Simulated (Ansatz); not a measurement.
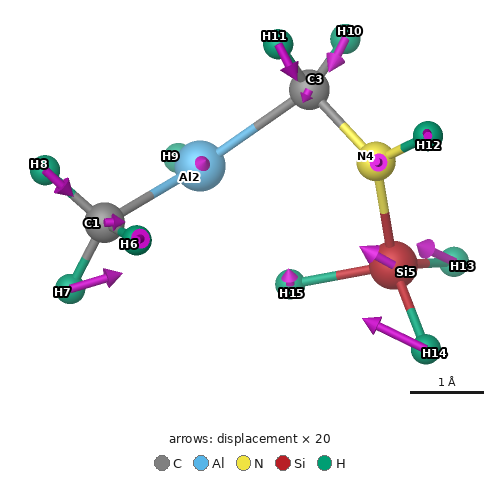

This is a relaxation of C2H10AlNSi. The starting structure is drawn; purple arrows show the displacements, magnified 20 times. The two geometries are superimposed by the best rigid fit.

Style: ball-and-stick. Shown face on.

The start comes from PBE-D4/def2-SVP.

Level of theory: RKS PBE0-D4/def2-TZVP (Ansatz). Set-up: force threshold 0.005 eV/Å; at most 150 steps.

### What happened in the run?

After 5 geometry steps the energy has fallen by 1.41 kcal/mol. The largest force component goes from 0.53 to 0.0047 eV/Å. The atom that moves furthest after the best rigid fit is H14 (0.049 Å). By element the largest moves are H 0.049 Å, Si 0.029 Å, N 0.016 Å, C 0.015 Å, Al 0.013 Å. Among the contacts that change: N4–Si5 1.725 → 1.696 Å, Si5–H13 1.512 → 1.491 Å, Si5–H15 1.545 → 1.525 Å, Si5–H14 1.503 → 1.484 Å.
